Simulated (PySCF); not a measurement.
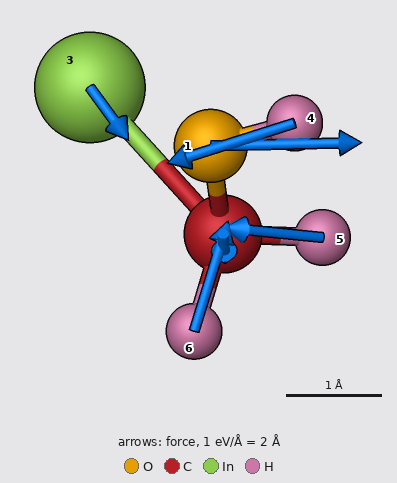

Starting geometry of CH$_{3}$InO with the computed forces as blue arrows. The picture is a ball-and-stick view, seen from a free direction.

It is one of the separated reactants of a reaction.

All numbers below come from RKS PBE0-D4/def2-TZVP, density fitting (PySCF). 

### Is this structure relaxed? If not, where do the atoms go?

It isn't relaxed: the largest force vector, on the O atom, is 0.81 eV/Å. The final displacements follow the starting forces only in part (cosine between the two patterns 0.35). The atom that moves furthest after the best rigid fit is an H atom (0.41 Å). Largest moves by element: H 0.41 Å, O 0.29 Å, In 0.23 Å, C 0.12 Å. Near-neighbour distances that change, for instance: C–In 2.313 → 2.267 Å, C–O 1.468 → 1.443 Å, C–H 1.112 → 1.097 Å, H–O 0.974 → 0.961 Å. Among the angles between lasting bonds that change: O–C–In 81.8° → 89.7°, In–C–H 124.5° → 117.4°. Groups turn about C–O by about 50°. After 22 geometry steps the energy has fallen by 0.064 eV. The run took 3.1 min on 2 threads of Intel Xeon @ 2.60GHz (shared host).
